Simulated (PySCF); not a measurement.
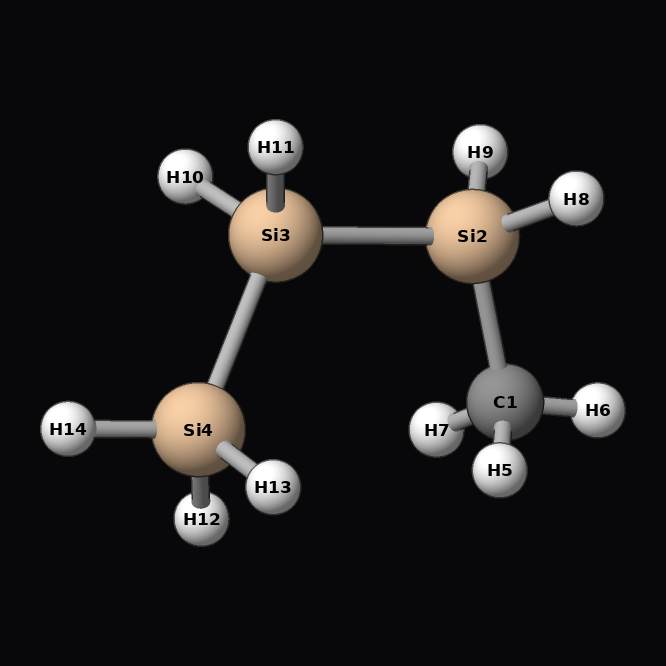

Geometry: an image of a reaction path computed with GFN2-xTB, not a minimum. Properties computed with GIAO PBE0/pcSseg-1 NMR shielding, non-relativistic, gas phase (PySCF 2.14.0). Principal shieldings σ11 ≤ σ22 ≤ σ33, span Ω = σ33 − σ11, skew κ = 3(σiso − σ22)/Ω.

Give the shielding tensors of the C atoms.

```csv
atom,σ11,σ22,σ33,σiso,Ω,κ
C1,187.1,196.9,200.1,194.7,13.0,−0.51
```

Shieldings and span in ppm.
